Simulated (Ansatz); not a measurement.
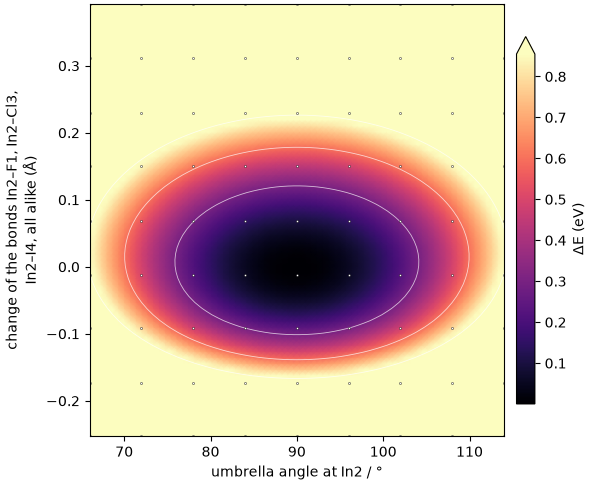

ClFIIn, SMILES [F][In]([Cl])[I]. Coordinates scanned: (1) umbrella angle at In2 (between each of its bonds and their common axis; 90 is planar); (2) change of the bonds In2–F1, In2–Cl3, In2–I4, all alike. Nothing is relaxed (all other coordinates rigid). The grid has 9 × 9 points; 45 points were computed and 36 follow by symmetry. Points are written as (first, second). Energies: eV, counted from the relaxed molecule at the same level. All numbers below come from Ansatz 0.2.0, RKS r2SCAN-D4/def2-SVP.

The picture shows a smooth colour map with a few white contour lines, dots at the grid points, one colour for all values above the top of the scale. Between grid points the surface is interpolated.

Q: Where is the minimum, and how stiff is the well along each coordinate?

A: The interpolated minimum is at the first coordinate ≈ 90.0°, the second coordinate ≈ 0.000 Å. The curvatures there are about 9.9 eV/rad² and 49 eV/Å², with a cross term of about 0 eV/(rad·Å). Round the minimum the two coordinates are nearly uncoupled.
